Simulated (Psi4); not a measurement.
# UOMP2/def2-TZVP (density fitting for correlation) run of BCl2 (SMILES Cl[B]Cl)

Aim: the energy change on altering one bond length of BCl2 at UOMP2/def2-TZVP (density fitting for correlation), from 2 runs. 

The calculation is run with Psi4 1.11.

2 further runs of the same task are left out: 2 set aside as unsound or not needed.

## 1. The molecule

BCl2: 3 atoms, total charge 0, spin state doublet. As SMILES, `Cl[B]Cl`. Geometry: relaxed at PBE0-D4/def2-TZVP.

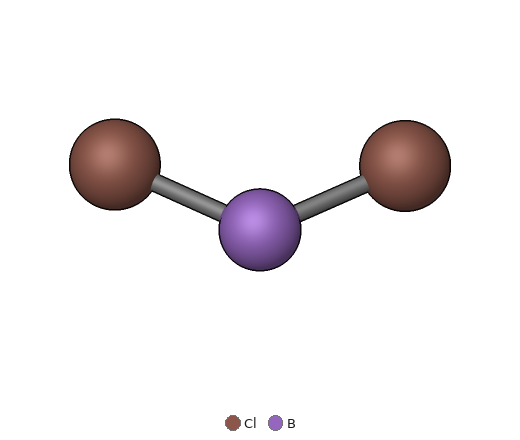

Viewed from a chosen angle; chlorine brown, boron purple.

## 2. The energy at UOMP2/def2-TZVP (density fitting for correlation)

run.py

```python
import psi4

psi4.set_memory('1600 MB')
psi4.set_num_threads(1)
psi4.core.set_output_file('run.log', False)

m = psi4.geometry("""
0 2
Cl     0.371500    -1.525600     0.030000
B     -0.463900    -0.050300    -0.256900
Cl     0.081500     1.511100     0.213700
symmetry c1
no_reorient
no_com
""")

psi4.set_options({
    'basis': 'def2-TZVP',
    'reference': 'uhf',
    'puream': True,
    'e_convergence': 1e-09,
    'd_convergence': 1e-08,
    'scf_type': 'pk',
    'num_frozen_docc': 11,
    'maxiter': 100,
})

energy_value = psi4.energy("omp2")
print(f'total energy {energy_value:.8f} hartree = {energy_value * 27.211386:.5f} eV')
```

Run with:

```bash
$ python run.py
```

run.log:

```text
[...]
  Running in c1 symmetry.
[...]
  Nuclear repulsion =  102.359078461763886
[...]
  Multiplicity = 2
[...]
  Nalpha       = 20
  Nbeta        = 19
[...]
    Number of basis functions: 105
[...]
   @UHF iter   1:  -943.70815132452731   -3.06050e-01   2.22250e-03 DIIS/ADIIS
[...]
   @UHF iter  13:  -943.73492772703389   -5.22959e-12   3.34215e-09 DIIS
[...]
   @S^2 Observed:                7.558114563E-01
[...]
    Orbital Energies [Eh]
    ---------------------
    Alpha Occupied:
       1A   -104.858700     2A   -104.858692     3A    -10.588641
       4A    -10.588629     5A     -8.056636     6A     -8.056627
       7A     -8.053985     8A     -8.053975     9A     -8.053662
      10A     -8.053653    11A     -7.737760    12A     -1.164116
      13A     -1.123997    14A     -0.699892    15A     -0.598267
      16A     -0.561859    17A     -0.533025    18A     -0.480985
      19A     -0.478417    20A     -0.362894
    Alpha Virtual:
      21A      0.061163    22A      0.147069    23A      0.182677
      24A      0.185889    25A      0.214592    26A      0.236602
[...]
  @UHF Final Energy:  -943.73492772703389
   => Energetics <=
    Nuclear Repulsion Energy =            102.3590784617638860
    One-Electron Energy =               -1506.7782343857147680
    Two-Electron Energy =                 460.6842281969170472
    Total Energy =                       -943.7349277270338916
  UHF NO Occupations:
  HONO-2 :   18  A 1.9993052
  HONO-1 :   19  A 1.9984838
[...]
 Multipole Moments:
 ------------------------------------------------------------------------------------
     Multipole            Electronic (a.u.)      Nuclear  (a.u.)        Total (a.u.)
 ------------------------------------------------------------------------------------
 L = 1.  Multiply by 2.5417464519 to convert [e a0] to [Debye]
 Dipole X            :        -10.1760373           10.1695611           -0.0064762
 Dipole Y            :          0.9405670           -0.9410836           -0.0005166
 Dipole Z            :         -5.4051586            5.4015932           -0.0035655
 Magnitude           :                                                    0.0074108
[...]
	Warning: cc_lambda option is changed to TRUE
	For this residual convergence, default PCG convergence is:     1.00e-07
[...]
	DF-SCS-MP2 Total Energy (a.u.)     :  -944.16397384605682
	DF-SOS-MP2 Total Energy (a.u.)     :  -944.15841219756555
[...]
	DF-SCS-OMP2 Total Energy (a.u.)    :  -944.16967659495231
	DF-SOS-OMP2 Total Energy (a.u.)    :  -944.13030039626312
	DF-SCS(N)-OMP2 Total Energy (a.u.) :  -943.93747965285729
[...]
	DF-OMP2 Total Energy (a.u.)        :  -944.18164114691467
[...]
```

Standard output:

```text
total energy -944.18164115 hartree = -25692.49109 eV
```

It took 56 s on 1 thread of Intel Xeon Platinum 8259CL at 2.50GHz (Skylake/Cascade Lake), shared host; peak memory 0.43 GiB.

## 3. The distorted shape

run.py

```python
import numpy as np
from ase.calculators.psi4 import Psi4
from ase import Atoms

mol = Atoms(['Cl', 'B', 'Cl'], positions=[
    [0.098814, -2.306260, -0.205288],
    [-0.736586, -0.830960, -0.492188],
    [0.081500, 1.511100, 0.213700],
])
calc = Psi4(atoms=mol, method='omp2', basis='def2-TZVP', memory='1600MB', num_threads=1, charge=0, multiplicity=2, label='calc', reference='uhf')
calc.psi4.set_options({'puream': True, 'e_convergence': 1e-09, 'd_convergence': 1e-08, 'scf_type': 'pk', 'num_frozen_docc': 11, 'maxiter': 100})
mol.calc = calc

print(f'energy: {mol.get_potential_energy():.6f} eV')
```

Run with:

```bash
$ python run.py
```

calc.dat:

```text
[...]
  Running in c1 symmetry.
[...]
  Nuclear repulsion =   83.420253872908333
[...]
  Multiplicity = 2
[...]
  Nalpha       = 20
  Nbeta        = 19
[...]
    Number of basis functions: 105
[...]
   @UHF iter   1:  -943.54687940789245   -6.79149e-01   3.34707e-03 DIIS/ADIIS
[...]
   @UHF iter  20:  -943.64664644751190   -8.41283e-12   5.89116e-09 DIIS
[...]
   @S^2 Observed:                9.492696902E-01
[...]
    Orbital Energies [Eh]
    ---------------------
    Alpha Occupied:
       1A   -104.899992     2A   -104.834174     3A    -10.629478
       4A    -10.558373     5A     -8.097355     6A     -8.094540
       7A     -8.094036     8A     -8.038786     9A     -8.021382
      10A     -8.021358    11A     -7.783689    12A     -1.180068
      13A     -1.075290    14A     -0.699466    15A     -0.549769
      16A     -0.541969    17A     -0.534830    18A     -0.454276
      19A     -0.454067    20A     -0.428248
    Alpha Virtual:
      21A      0.032320    22A      0.076081    23A      0.137714
      24A      0.173311    25A      0.221355    26A      0.223076
[...]
  @UHF Final Energy:  -943.64664644751190
   => Energetics <=
    Nuclear Repulsion Energy =             83.4202538729083329
    One-Electron Energy =               -1468.9097944358236418
    Two-Electron Energy =                 441.8428941154034533
    Total Energy =                       -943.6466464475120119
  UHF NO Occupations:
  HONO-2 :   18  A 1.9979814
  HONO-1 :   19  A 1.8987424
[...]
 Multipole Moments:
 ------------------------------------------------------------------------------------
     Multipole            Electronic (a.u.)      Nuclear  (a.u.)        Total (a.u.)
 ------------------------------------------------------------------------------------
 L = 1.  Multiply by 2.5417464519 to convert [e a0] to [Debye]
 Dipole X            :         -0.6157162            0.4753299           -0.1403862
 Dipole Y            :         -1.4510844            0.2491687           -1.2019157
 Dipole Z            :         -0.4963041            0.2853982           -0.2109059
 Magnitude           :                                                    1.2283285
[...]
	Warning: cc_lambda option is changed to TRUE
	For this residual convergence, default PCG convergence is:     1.00e-07
[...]
	DF-SCS-MP2 Total Energy (a.u.)     :  -944.06337985732978
	DF-SOS-MP2 Total Energy (a.u.)     :  -944.05997169222633
[...]
	DF-SCS-OMP2 Total Energy (a.u.)    :  -944.07774046661734
	DF-SOS-OMP2 Total Energy (a.u.)    :  -944.03931697752546
	DF-SCS(N)-OMP2 Total Energy (a.u.) :  -943.83401497389764
[...]
	DF-OMP2 Total Energy (a.u.)        :  -944.08655777246906
[...]
```

The script printed:

```text
energy: -25689.903764 eV
```

It took 55 s on 1 thread of Intel Xeon Platinum 8259CL at 2.50GHz (Skylake/Cascade Lake), shared host; peak memory 0.45 GiB.

## 4. Summary of results

Level: UOMP2/def2-TZVP (density fitting for correlation), 11 core orbitals frozen.

| quantity | value |
| --- | --- |
| first shape: total energy | -944.18164 Eh |
| first shape: HOMO energy (Hartree–Fock orbitals) (highest over α and β) | -9.87 eV |
| first shape: LUMO energy (Hartree–Fock orbitals) (lowest over α and β) | 1.66 eV |
| first shape: correlation energy (11 core orbitals frozen) | -446.7 mEh |
| first shape: ⟨S²⟩ of the reference determinant | 0.756 |
| distorted shape: total energy | -944.08656 Eh |
| distorted shape: HOMO energy (Hartree–Fock orbitals) (highest over α and β) | -11.46 eV |
| distorted shape: LUMO energy (Hartree–Fock orbitals) (lowest over α and β) | -0.27 eV |
| distorted shape: correlation energy (11 core orbitals frozen) | -439.9 mEh |
| distorted shape: ⟨S²⟩ of the reference determinant | 0.949 |
| energy change with the B2–Cl3 bond stretched from 1.720 to 2.579 Å | 2.587 eV |

In words: With the B2–Cl3 bond stretched from 1.720 to 2.579 Å the energy rises by 2.59 eV (60 kcal/mol). The first shape isn't relaxed at this level, so the change isn't measured from a minimum. ⟨S²⟩ (distorted shape) is 0.95 where a pure doublet has 0.75: the reference is spin-contaminated.
